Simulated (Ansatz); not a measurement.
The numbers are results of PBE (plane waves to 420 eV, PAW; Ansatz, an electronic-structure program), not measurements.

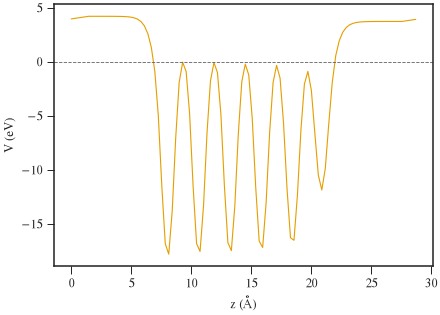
Fig. 1. Plane-averaged electrostatic potential energy along the normal, in eV from the Fermi level, for the (0001) surface of hcp Zr (in the relaxation 3 Zr–Zr bonds formed; like top atoms buckled by 0.4 Å), one row in 4 of the top plane missing (bottom of the slab: a bare face, its two planes held)

Model: 23-atom slab, 12.9 Å thick at the start, 13x4x1 mesh, Fermi-Dirac 0.1 eV, dipole correction, 8 atoms held, the rest relaxed; no symmetry held; no spin, no spin-orbit, no U. It is one candidate, not shown to be the stable structure of the face.

The vacuum level lies 3.71 eV above the Fermi level over the top face and 4.19 eV above it under the bottom face.
